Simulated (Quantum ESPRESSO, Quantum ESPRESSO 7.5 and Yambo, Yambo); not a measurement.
**A GW chain in Yambo: GaP (F-43m)**

Wanted: ground state, empty states, screening and self-energy for GaP (F-43m).

Method: PBE and many-body steps on it, plane waves, in Quantum ESPRESSO 7.5 and Yambo 5.3.0.

**The experiments to reproduce.**

- Gap 2.25 ± 0.04 eV: optical gap from Tauc plot (fundamental, indirect); spectroscopic ellipsometry, Tauc-Lorentz fit and Tauc plot; 300 K; film (GaP layer on Si reference sample) on Si (“Assessment of GaPSb/Si tandem material association properties for photoelectrochemical cells”, 2020, arxiv:2002.02774).

### Step 1. Starting point

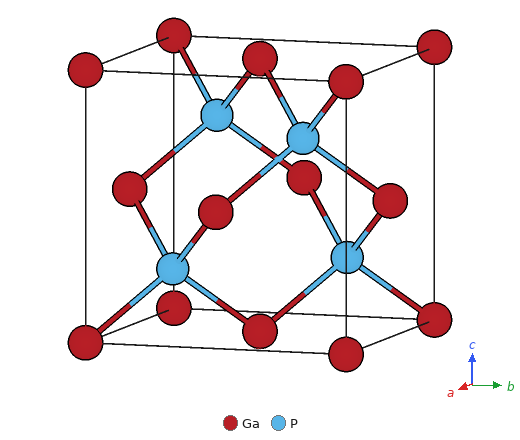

The starting structure, seen slightly off an axis (gallium red, phosphorus blue). This picture shows the conventional cell, with its axes. Bonds to atoms that aren't drawn are left out. Some periodic images of atoms are drawn too.

The cell and positions come from the Crystallography Open Database and are kept as given unless a step says otherwise.

### Step 2. Ground state

This step: Quantum ESPRESSO 7.5; DFT, PBE, plane waves, norm-conserving pseudopotentials.

The ground-state density comes first.

Input file pw.in:

```
&control
  calculation = 'scf'
  prefix = 'x'
  outdir = 'o'
  pseudo_dir = 'pseudo'
/
&system
  ibrav = 0
  nat = 2
  ntyp = 2
  ecutwfc = 104.0
  nbnd = 18
  force_symmorphic = .true.
/
&electrons
  conv_thr = 1e-10
  electron_maxstep = 80
  mixing_beta = 0.5
/
ATOMIC_SPECIES
  Ga 69.723 Ga.upf
  P 30.974 P.upf
CELL_PARAMETERS angstrom
  0.0000000000 2.7252500000 2.7252500000
  2.7252500000 0.0000000000 2.7252500000
  2.7252500000 2.7252500000 0.0000000000
ATOMIC_POSITIONS crystal
  Ga 0.0000000000 0.0000000000 0.0000000000
  P 0.2500000000 0.2500000000 0.2500000000
K_POINTS automatic
  6 6 6 0 0 0
```

The run is started by

```bash
$ OMP_NUM_THREADS=1 mpirun -n 4 pw.x -nk 4 -in pw.in > pw.out
```

What it wrote:

```text
Program PWSCF v.7.5 starts

     This program is part of the open-source Quantum ESPRESSO suite
     for quantum simulation of materials; please cite
         "P. Giannozzi et al., J. Phys.:Condens. Matter 21 395502 (2009);
         "P. Giannozzi et al., J. Phys.:Condens. Matter 29 465901 (2017);
         "P. Giannozzi et al., J. Chem. Phys. 152 154105 (2020);
     in publications or presentations arising from this work. More details at
     Message from routine setup:
     using ibrav=0 with symmetry is DISCOURAGED, use correct ibrav instead

     G-vector sticks info

     bravais-lattice index     =            0
     lattice parameter (alat)  =       7.2832  a.u.
     unit-cell volume          =     273.1780 (a.u.)^3
     number of atoms/cell      =            2
     number of atomic types    =            2
     number of electrons       =        26.00
     number of Kohn-Sham states=           18
     kinetic-energy cutoff     =     104.0000  Ry
     charge density cutoff     =     416.0000  Ry
     scf convergence threshold =      1.0E-10
     mixing beta               =       0.5000
     number of iterations used =            8  plain     mixing
     Exchange-correlation= PBE
                           (   1   4   3   4   0   0   0)

     celldm(1)=   7.283166  celldm(2)=   0.000000  celldm(3)=   0.000000
     celldm(4)=   0.000000  celldm(5)=   0.000000  celldm(6)=   0.000000

     crystal axes: (cart. coord. in units of alat)
               a(1) = (   0.000000   0.707107   0.707107 )
               a(2) = (   0.707107   0.000000   0.707107 )
               a(3) = (   0.707107   0.707107   0.000000 )

     reciprocal axes: (cart. coord. in units 2 pi/alat)
               b(1) = ( -0.707107  0.707107  0.707107 )
               b(2) = (  0.707107 -0.707107  0.707107 )
               b(3) = (  0.707107  0.707107 -0.707107 )
     Pseudo is Norm-conserving + core correction, Zval = 21.0
     Generated using ONCVPSP code by D. R. Hamann
     Using radial grid of 1902 points,  6 beta functions with:
     Pseudo is Norm-conserving + core correction, Zval =  5.0
     Generated using ONCVPSP code by D. R. Hamann
     Using radial grid of 1298 points,  6 beta functions with:
     Ga               21.00    69.72300     Ga( 1.00)
     P                 5.00    30.97400     P ( 1.00)

     24 Sym. Ops. (no inversion) found

   Cartesian axes

     site n.     atom                  positions (alat units)
         1        Ga     tau(   1) = (   0.0000000   0.0000000   0.0000000  )
         2        P      tau(   2) = (   0.3535534   0.3535534   0.3535534  )

     number of k points=    16
                       cart. coord. in units 2pi/alat
        k(    1) = (   0.0000000   0.0000000   0.0000000), wk =   0.0092593
        k(    2) = (   0.1178511   0.1178511  -0.1178511), wk =   0.0740741
        k(    3) = (   0.2357023   0.2357023  -0.2357023), wk =   0.0740741
        k(    4) = (  -0.3535534  -0.3535534   0.3535534), wk =   0.0370370
        k(    5) = (   0.2357023   0.0000000  -0.0000000), wk =   0.0555556
        k(    6) = (   0.3535534   0.1178511  -0.1178511), wk =   0.2222222
        k(    7) = (  -0.2357023  -0.4714045   0.4714045), wk =   0.2222222
        k(    8) = (  -0.1178511  -0.3535534   0.3535534), wk =   0.2222222
        k(    9) = (   0.0000000  -0.2357023   0.2357023), wk =   0.1111111
        k(   10) = (   0.4714045   0.0000000  -0.0000000), wk =   0.0555556
     [... 4 further rows ...]
        k(   15) = (  -0.1178511  -0.3535534   0.5892557), wk =   0.2222222
        k(   16) = (  -0.7071068   0.2357023   0.0000000), wk =   0.1111111

     Dense  grid:    39189 G-vectors     FFT dimensions: (  48,  48,  48)

     Initial potential from superposition of free atoms

     starting charge      25.9972, renormalised to      26.0000
     Starting wfcs are   17 randomized atomic wfcs +    1 random wfcs

     per-process dynamical memory:    33.4 Mb

     Self-consistent Calculation

     iteration #  1     ecut=   104.00 Ry     beta= 0.50

     Threshold (ethr) on eigenvalues was too large:
     Diagonalizing with lowered threshold

     total energy              =    -510.55466090 Ry
     estimated scf accuracy    <       0.07627260 Ry

     iteration #  2     ecut=   104.00 Ry     beta= 0.50

     total energy              =    -510.56714681 Ry
     estimated scf accuracy    <       0.00763678 Ry

     iteration #  3     ecut=   104.00 Ry     beta= 0.50

     total energy              =    -510.56757512 Ry
     estimated scf accuracy    <       0.00140378 Ry

     iteration #  4     ecut=   104.00 Ry     beta= 0.50

     total energy              =    -510.56761405 Ry
     estimated scf accuracy    <       0.00002115 Ry

     iteration #  5     ecut=   104.00 Ry     beta= 0.50

     total energy              =    -510.56761898 Ry
     estimated scf accuracy    <       0.00000133 Ry

     iteration #  6     ecut=   104.00 Ry     beta= 0.50

     total energy              =    -510.56761937 Ry
     estimated scf accuracy    <       0.00000011 Ry

     iteration #  7     ecut=   104.00 Ry     beta= 0.50

     total energy              =    -510.56761939 Ry
     estimated scf accuracy    <       0.00000001 Ry

     iteration #  8     ecut=   104.00 Ry     beta= 0.50

     total energy              =    -510.56761940 Ry
     estimated scf accuracy    <          1.1E-09 Ry

     iteration #  9     ecut=   104.00 Ry     beta= 0.50

     total energy              =    -510.56761940 Ry
     estimated scf accuracy    <          1.7E-10 Ry

     iteration # 10     ecut=   104.00 Ry     beta= 0.50

     End of self-consistent calculation

          k = 0.0000 0.0000 0.0000 (  4909 PWs)   bands (ev):

  -135.1871 -85.9118 -85.9118 -85.9118  -6.3350  -6.3350  -6.3350  -6.2380
    -6.2380  -4.2883   8.2046   8.2046   8.2046  10.0222  12.0913  12.0913
    12.0913  17.0191

          k = 0.1179 0.1179-0.1179 (  4894 PWs)   bands (ev):

  -135.1871 -85.9119 -85.9119 -85.9117  -6.3581  -6.3272  -6.3272  -6.2375
    -6.2375  -3.9320   5.8169   7.8340   7.8340  10.6145  12.6393  12.6393
    13.2293  17.1338

          k = 0.2357 0.2357-0.2357 (  4879 PWs)   bands (ev):

  -135.1871 -85.9118 -85.9118 -85.9117  -6.3986  -6.3147  -6.3147  -6.2336
    -6.2336  -2.9849   2.9975   7.2984   7.2984  10.1008  13.0159  13.0159
    15.7999  17.8125

          k =-0.3536-0.3536 0.3536 (  4910 PWs)   bands (ev):

     [... further k-points ...]

     highest occupied, lowest unoccupied level (ev):     8.2046    9.8577

!    total energy              =    -510.56761940 Ry
     estimated scf accuracy    <          3.7E-12 Ry

     The total energy is the sum of the following terms:
     one-electron contribution =    -463.64771317 Ry
     hartree contribution      =     232.70753897 Ry
     xc contribution           =     -55.84463281 Ry
     ewald contribution        =    -223.78281239 Ry

     convergence has been achieved in  10 iterations

     XML data file, charge density, pseudopotentials, collected wavefunctions

=------------------------------------------------------------------------------=
   JOB DONE.
=------------------------------------------------------------------------------=
```

Wall time 7.7 s (4 MPI ranks of Arm Neoverse V1, shared host); peak memory 0.29 GiB; 31 s of CPU time.

Numbers from this step:

```yaml
total_energy: -6946.6263 eV
gap: 1.653 eV
k_of_the_valence_top: 0, 0, 0
k_of_the_conduction_bottom: 0, -0.5, -0.5
least_direct_gap: 1.818 eV
```

The gap is indirect, with the least direct gap 0.16 eV higher.

### Step 3. Bands along the symmetry lines

The cheap functional maps the bands first; the places of the edges decide which points the dearer methods must see.

Input file pw.in:

```
&control
  calculation = 'bands'
  prefix = 'x'
  outdir = 'o'
  pseudo_dir = 'pseudo'
/
&system
  ibrav = 0
  nat = 2
  ntyp = 2
  ecutwfc = 104.0
  nbnd = 19
  force_symmorphic = .true.
/
&electrons
  conv_thr = 1e-9
  electron_maxstep = 80
  diago_full_acc = .true.
  diago_thr_init = 5e-6
/
ATOMIC_SPECIES
  Ga 69.723 Ga.upf
  P 30.974 P.upf
CELL_PARAMETERS angstrom
  0.0000000000 2.7252500000 2.7252500000
  2.7252500000 0.0000000000 2.7252500000
  2.7252500000 2.7252500000 0.0000000000
ATOMIC_POSITIONS crystal
  Ga 0.0000000000 0.0000000000 0.0000000000
  P 0.2500000000 0.2500000000 0.2500000000
K_POINTS crystal
  50
  0.00000000 0.00000000 0.00000000 1
  -0.06250000 -0.06250000 0.00000000 1
  -0.12500000 -0.12500000 0.00000000 1
  -0.18750000 -0.18750000 0.00000000 1
  -0.25000000 -0.25000000 0.00000000 1
  -0.31250000 -0.31250000 0.00000000 1
  -0.37500000 -0.37500000 0.00000000 1
  -0.43750000 -0.43750000 0.00000000 1
  -0.50000000 -0.50000000 0.00000000 1
  -0.48437500 -0.48437500 0.03125000 1
  -0.46875000 -0.46875000 0.06250000 1
  -0.45312500 -0.45312500 0.09375000 1
  -0.43750000 -0.43750000 0.12500000 1
  -0.42187500 -0.42187500 0.15625000 1
  -0.40625000 -0.40625000 0.18750000 1
  -0.39062500 -0.39062500 0.21875000 1
  -0.37500000 -0.37500000 0.25000000 1
  -0.37500000 0.00000000 0.37500000 1
  -0.32812500 0.00000000 0.32812500 1
  -0.28125000 0.00000000 0.28125000 1
  -0.23437500 0.00000000 0.23437500 1
  -0.18750000 0.00000000 0.18750000 1
  -0.14062500 0.00000000 0.14062500 1
  -0.09375000 0.00000000 0.09375000 1
  -0.04687500 0.00000000 0.04687500 1
  0.00000000 0.00000000 0.00000000 1
  0.00000000 0.00000000 0.06250000 1
  0.00000000 0.00000000 0.12500000 1
  0.00000000 0.00000000 0.18750000 1
  0.00000000 0.00000000 0.25000000 1
  0.00000000 0.00000000 0.31250000 1
  0.00000000 0.00000000 0.37500000 1
  0.00000000 0.00000000 0.43750000 1
  -0.00000000 -0.00000000 0.50000000 1
  -0.06250000 -0.03125000 0.46875000 1
  -0.12500000 -0.06250000 0.43750000 1
  -0.18750000 -0.09375000 0.40625000 1
  -0.25000000 -0.12500000 0.37500000 1
  -0.31250000 -0.15625000 0.34375000 1
  -0.37500000 -0.18750000 0.31250000 1
  -0.43750000 -0.21875000 0.28125000 1
  -0.50000000 -0.25000000 0.25000000 1
  -0.50000000 -0.28125000 0.21875000 1
  -0.50000000 -0.31250000 0.18750000 1
  -0.50000000 -0.34375000 0.15625000 1
  -0.50000000 -0.37500000 0.12500000 1
  -0.50000000 -0.40625000 0.09375000 1
  -0.50000000 -0.43750000 0.06250000 1
  -0.50000000 -0.46875000 0.03125000 1
  -0.50000000 -0.50000000 0.00000000 1
```

What it wrote:

```text
[banner, memory and clock lines left out]
Program PWSCF v.7.5 starts

     Atomic positions and unit cell read from directory:
     o/x.save/

     Message from routine setup:
     using ibrav=0 with symmetry is DISCOURAGED, use correct ibrav instead

     G-vector sticks info

     bravais-lattice index     =            0
     lattice parameter (alat)  =       7.2832  a.u.
     unit-cell volume          =     273.1780 (a.u.)^3
     number of atoms/cell      =            2
     number of atomic types    =            2
     number of electrons       =        26.00
     number of Kohn-Sham states=           19
     kinetic-energy cutoff     =     104.0000  Ry
     charge density cutoff     =     416.0000  Ry
     Exchange-correlation= PBE
                           (   1   4   3   4   0   0   0)

     celldm(1)=   7.283166  celldm(2)=   0.000000  celldm(3)=   0.000000
     celldm(4)=   0.000000  celldm(5)=   0.000000  celldm(6)=   0.000000

     crystal axes: (cart. coord. in units of alat)
               a(1) = (   0.000000   0.707107   0.707107 )
               a(2) = (   0.707107   0.000000   0.707107 )
               a(3) = (   0.707107   0.707107   0.000000 )

     reciprocal axes: (cart. coord. in units 2 pi/alat)
               b(1) = ( -0.707107  0.707107  0.707107 )
               b(2) = (  0.707107 -0.707107  0.707107 )
               b(3) = (  0.707107  0.707107 -0.707107 )
     Pseudo is Norm-conserving + core correction, Zval = 21.0
     Generated using ONCVPSP code by D. R. Hamann
     Using radial grid of 1902 points,  6 beta functions with:
     Pseudo is Norm-conserving + core correction, Zval =  5.0
     Generated using ONCVPSP code by D. R. Hamann
     Using radial grid of 1298 points,  6 beta functions with:
     Ga               21.00    69.72300     Ga( 1.00)
     P                 5.00    30.97400     P ( 1.00)

     24 Sym. Ops. (no inversion) found

   Cartesian axes

     site n.     atom                  positions (alat units)
         1        Ga     tau(   1) = (   0.0000000   0.0000000   0.0000000  )
         2        P      tau(   2) = (   0.3535534   0.3535534   0.3535534  )

     number of k points=    50
                       cart. coord. in units 2pi/alat
        k(    1) = (   0.0000000   0.0000000   0.0000000), wk =   0.0400000
        k(    2) = (   0.0000000   0.0000000  -0.0883883), wk =   0.0400000
        k(    3) = (   0.0000000   0.0000000  -0.1767767), wk =   0.0400000
[...]
[... 38 further rows ...]
        k(   49) = (   0.0441942  -0.0000000  -0.7071068), wk =   0.0400000
        k(   50) = (   0.0000000   0.0000000  -0.7071068), wk =   0.0400000

     Dense  grid:    39189 G-vectors     FFT dimensions: (  48,  48,  48)

     The potential is recalculated from file :
     o/x.save/charge-density

     Starting wfcs are   17 randomized atomic wfcs +    2 random wfcs

     Band Structure Calculation

     End of band structure calculation

          k = 0.0000 0.0000 0.0000 (  4909 PWs)   bands (ev):

  -135.1871 -85.9119 -85.9119 -85.9119  -6.3350  -6.3350  -6.3350  -6.2380
    -6.2380  -4.2883   8.2046   8.2046   8.2046  10.0222  12.0913  12.0913
    12.0913  17.0191  17.9322

          k = 0.0000 0.0000-0.0884 (  4925 PWs)   bands (ev):

  -135.1871 -85.9120 -85.9120 -85.9119  -6.3414  -6.3328  -6.3328  -6.2389
[...]
12.3582  17.2971  17.4002

          k = 0.0000 0.0000-0.1768 (  4897 PWs)   bands (ev):

[...]
13.0343  16.2945  18.1743

          k =-0.0000 0.0000-0.2652 (  4905 PWs)   bands (ev):

[...]
k = 0.0000 0.0000-0.3536 (  4865 PWs)   bands (ev):

[...]
k = 0.0000-0.0000-0.4419 (  4897 PWs)   bands (ev):

[...]
k =-0.0000 0.0000-0.5303 (  4884 PWs)   bands (ev):

[...]
k = 0.0000-0.0000-0.6187 (  4888 PWs)   bands (ev):

[...]
k = 0.5303-0.0000-0.5303 (  4914 PWs)   bands (ev):

[...]
k = 0.0000 0.0000 0.0000 (  4909 PWs)   bands (ev):

[...]
k = 0.1326 0.0000-0.7071 (  4894 PWs)   bands (ev):

[...]
k = 0.0884-0.0000-0.7071 (  4884 PWs)   bands (ev):

[...]
k = 0.0442-0.0000-0.7071 (  4886 PWs)   bands (ev):

[...]
18.6220  19.4728  20.3724

          k = 0.0000 0.0000-0.7071 (  4880 PWs)   bands (ev):

  -135.1871 -85.9118 -85.9118 -85.9118  -6.4532  -6.2736  -6.2693  -6.2693
    -6.2157  -1.3230   1.4502   5.5220   5.5221   9.8577  10.0292  18.7819
    18.7820  19.3886  21.1020

     XML data file, pseudopotentials, collected wavefunctions
```

Run time: 6 s. Hardware: 4 MPI ranks; peak memory 0.25 GiB.

This step gave:

```yaml
gap: 1.594 eV
k_of_the_valence_top: 0, 0, 0
k_of_the_conduction_bottom: -0.4375, -0.4375, 0
least_direct_gap: 1.818 eV
```

The gap is 1.594 eV, −0.059 eV from the run before at this level.

The electronic bands at the labelled points (eV, zero at the top of the highest filled band):

| point | band 10 | band 11 | band 12 | band 13 | band 14 | band 15 | band 16 | band 17 |
| --- | --- | --- | --- | --- | --- | --- | --- | --- |
| Γ | -12.49 | 0.00 | 0.00 | 0.00 | 1.82 | 3.89 | 3.89 | 3.89 |
| X | -9.53 | -6.75 | -2.68 | -2.68 | 1.65 | 1.82 | 10.58 | 10.58 |
| U | -9.56 | -6.55 | -3.94 | -2.25 | 2.19 | 4.80 | 8.23 | 8.26 |
| jump to K | -9.56 | -6.55 | -3.94 | -2.25 | 2.19 | 4.80 | 8.23 | 8.26 |
| Γ | -12.49 | 0.00 | 0.00 | 0.00 | 1.82 | 3.89 | 3.89 | 3.89 |
| L | -10.43 | -6.63 | -1.12 | -1.12 | 1.67 | 4.72 | 4.72 | 8.28 |
| W | -9.44 | -6.55 | -3.57 | -3.42 | 4.70 | 4.86 | 6.10 | 6.15 |
| X | -9.53 | -6.75 | -2.68 | -2.68 | 1.65 | 1.82 | 10.58 | 10.58 |

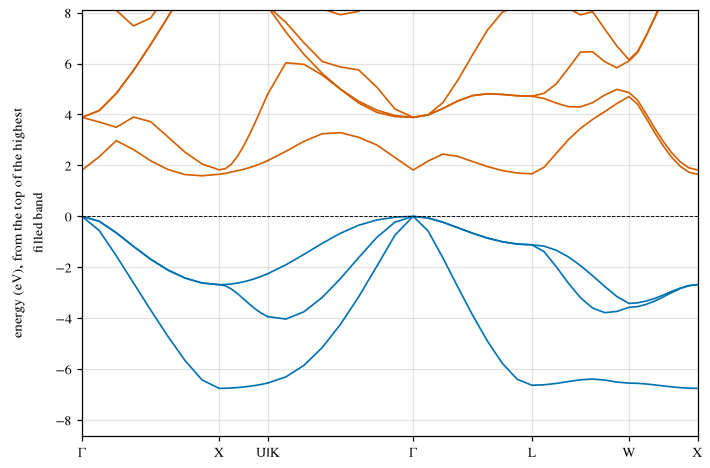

Electronic bands along the path; lines of filled and empty bands in two colours.

(Continued in part 2 of 3.)

[Paths, hosts, dates, memory and timing lines, banners, echoed tables and standing remarks are left out of the program output.]

[Logs are printed without paths, hosts, clocks, repeated set-up lines and the standing remarks that a program may print on its own settings, such as how far it seeks lower states.]

[Runs of the session that timed out or met a known fault of the program may be left out.]

[Hosts, paths, dates, database ids (printed as entryN), source tags and the programs' standing remarks are cut or masked in the printed files.]
